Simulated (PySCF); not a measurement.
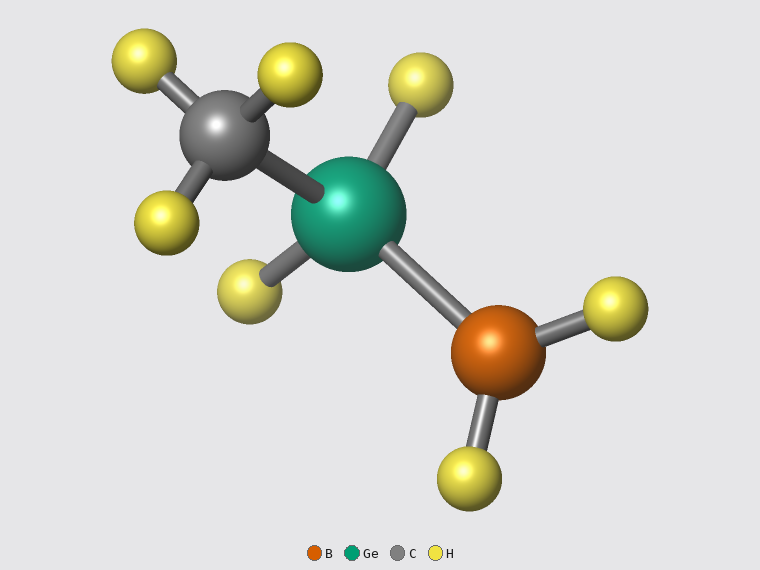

The geometry was computed by an optimisation with PBE0-D3(BJ)/def2-SVP. No frequency run is at hand to confirm it as a minimum.

Draw it as a skeletal formula.

SMILES: [BH2][GeH2][CH3]

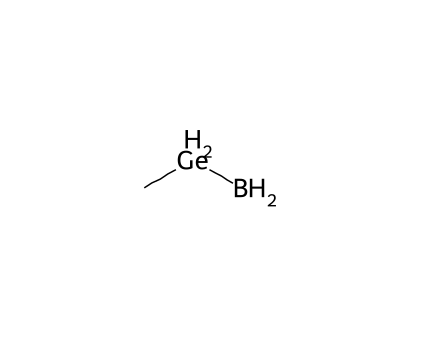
